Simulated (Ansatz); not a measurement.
HBr···GeH$_{3}$ (doublet)

```xyz
6

Br   -1.7147   -1.8347   -0.2205
Ge    0.8631    0.9271    0.1126
H    -2.6804   -2.8742   -0.3476
H     1.2586    1.3559   -1.3105
H     0.2112    2.0843    0.8884
H     2.0621    0.3417    0.8777
```

The product side of a reaction path; geometry: PBE0-D4/def2-TZVP.

These are results of Ansatz, UKS PBE0-D4/def2-TZVPP, not measurements.

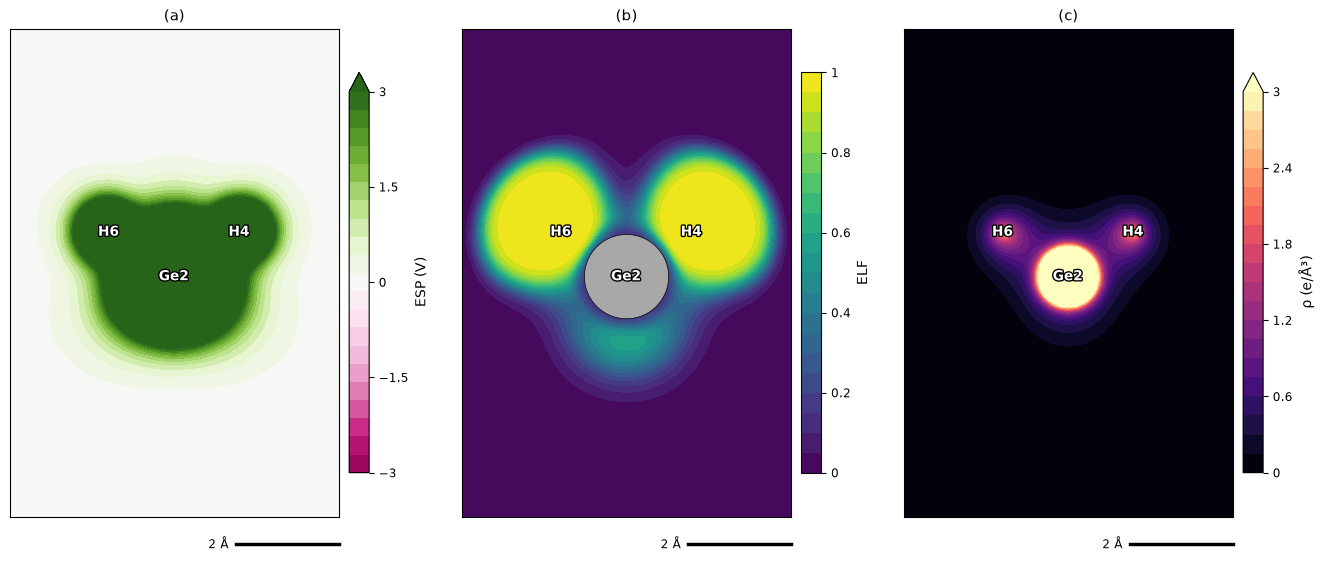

Figure 1. (a) electrostatic potential; (b) electron localisation function; (c) total electron density on the plane of atoms H4, Ge2 and H6. Grey discs cover the atomic cores in the ELF map.

Question: What do the fields say about this system?

Answer: The section cuts through Ge and H sites.
Ge–H (1.54 Å): ρ is about 1.1 e/Å³ halfway; the ELF climbs to about 1 towards the hydrogen.
The potential has no marked negative region in this plane.

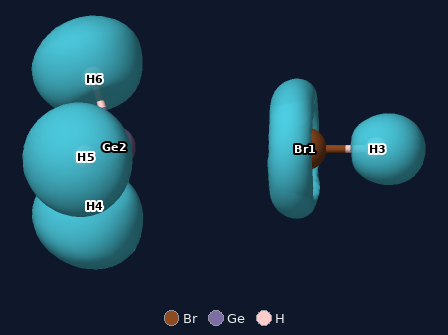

Figure 2. Isosurface of the electron localisation function at 0.85 (cyan), seen across its widest extent. Core shells and regions of very low density are left out.

Question: What do the ELF domains correspond to?

Answer: The ELF exceeds this value in four regions around hydrogen nuclei and one ring or bowl of non-bonding electrons around Br. Profiles from the grid: Ge2···Br1 (3.79 Å): the ELF dips to about 0.05 between them: a weak contact between the two molecules. Br–H (1.42 Å): the ELF climbs to about 1 towards the hydrogen.

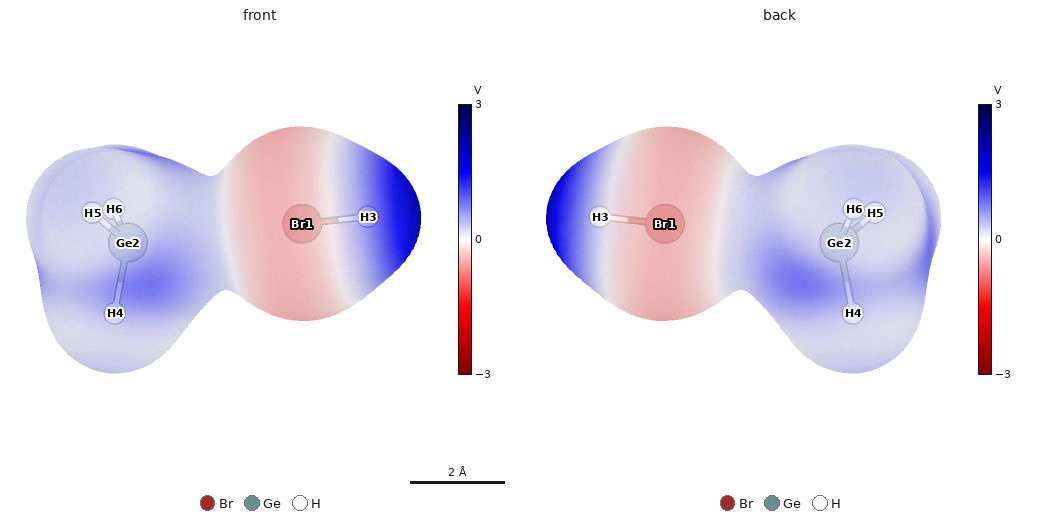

Figure 3. The electrostatic potential painted on the density surface at 0.002 e/bohr³, seen from the front and from behind; the colour scale runs from red (negative) to blue (positive).

Question: Which sites attract a positive test charge, and which a negative one?

Answer: A positive charge is drawn to the negative regions and a negative charge to the positive ones. The most negative region (about −0.4 V) lies over Br1, the most positive (about +2.0 V) over H3.

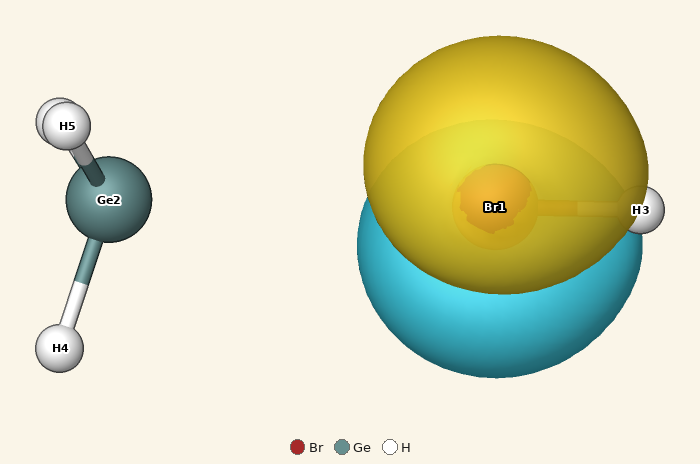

Figure 4. The HOMO (β) at ±0.1 Å⁻³ᐟ² (yellow and cyan are the two phases), seen at a tilt.

Question: Where does this orbital lie, and at what energy?

Answer: Its weight (Hirshfeld) is mainly on Br1 (about 95 %); largely a lone pair of Br1. It is one of a degenerate set, so its orientation is arbitrary. Its energy is −8.70 eV.
